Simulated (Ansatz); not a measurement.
Formation energies in the Al–Sc system, lowest calculated structure of each composition. All values below come from PBEsol (plane waves to 420 eV, PAW, scalar-relativistic; Ansatz, an electronic-structure program). Element references, the lowest calculated here: Al (Fm-3m), Sc (P6₃/mmc).

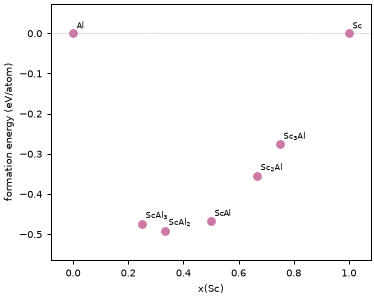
Figure: Formation energy against composition

Question: Which compounds are stable against decomposition?

Answer: On the hull: ScAl3, ScAl, ScAl2. Within about 0.01 eV/atom of decomposing, too close to call: Sc2Al, Sc3Al.

| phase | x(Sc) | space group | E_f (eV/atom) | above hull (eV/atom) |
|---|---|---|---|---|
| Al | 0.000 | Fm-3m | 0.00 | 0.00 |
| ScAl3 | 0.250 | Pm-3m | -0.47 | 0.00 |
| ScAl2 | 0.333 | Fd-3m | -0.49 | 0.00 |
| ScAl | 0.500 | Pm-3m | -0.47 | 0.00 |
| Sc2Al | 0.667 | P6₃/mmc | -0.35 | 0.00 |
| Sc3Al | 0.750 | P6₃/mmc | -0.28 | 0.00 |
| Sc | 1.000 | P6₃/mmc | 0.00 | 0.00 |

Question: Work out the energy of ScAl3 against the hull of the other phases.

Answer: At x(Sc) = 0.250 the tie line joins Al and ScAl2; the lever rule gives atom fractions 0.25 and 0.75. The mixture has E_f = 0.25 × (0.00) + 0.75 × (-0.49) = -0.37 eV/atom, and ScAl3 has -0.47. So ScAl3 → Al + ScAl2 costs 0.10 eV/atom: ScAl3 is stable against it.

Hull of the energies calculated here, no anion corrections, zero temperature, no zero-point energy; an uncalculated phase could lie lower. Values are rounded to 0.01 eV/atom. The compounds carry no spin polarisation.
